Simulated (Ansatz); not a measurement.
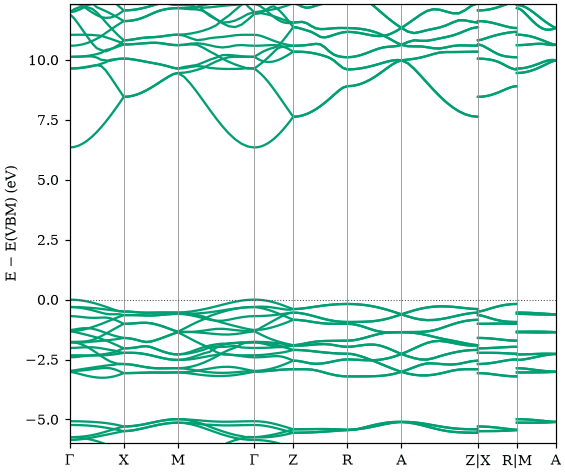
Figure: Band structure from the program Ansatz at the r²SCAN level (PAW)

**Question.** Read off the gap and where the band edges lie.

**Answer.** About 6.3 eV (6.35 eV by a search for the band edges); maximum at Γ, minimum at Γ.

The material is SiO$_{2}$ in space group P4_12_12 (No. 92; Si on 4a, O on 8b).

The r²SCAN relaxation kept the symmetry of its start; phonons on a q-mesh show no instability.

Potentials: the earlier of the program's two PAW sets.
